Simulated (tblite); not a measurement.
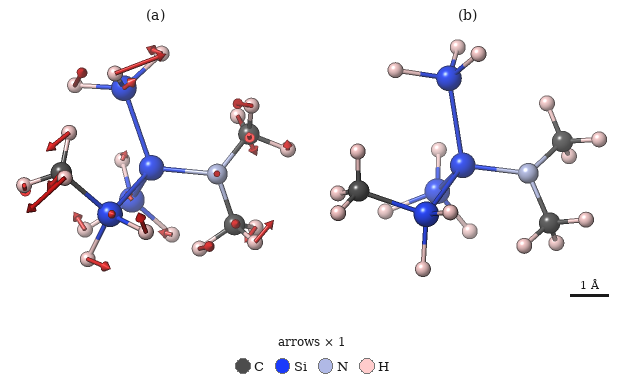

The structure of C3H17NSi4 before (left) and after (right) a relaxation, at one scale. The red arrows give the displacements, at their true length.

A ball-and-stick model, seen at a tilt.

Computed with tblite, GFN2-xTB geometry optimisation, gas phase. 

Summarise the run.

Answer. The atom that moves furthest after the best rigid fit is an H atom (1.54 Å). Largest moves by element: H 1.54 Å, C 0.69 Å, Si 0.54 Å, N 0.16 Å. Some distances before and after: Si–Si 2.232 → 2.363 Å, Si–Si 2.225 → 2.343 Å, C–Si 1.856 → 1.898 Å, N–Si 1.787 → 1.751 Å. Among the angles between lasting bonds that change: Si–N–C 110.5° → 120.7°, Si–Si–H 108.9° → 117.5°, Si–Si–N 113.4° → 104.8°. Groups turn about C–Si by about 50°, C–N by about 45°, Si–Si by about 40°. The energy falls by 111.7 kJ/mol in 225 geometry steps.
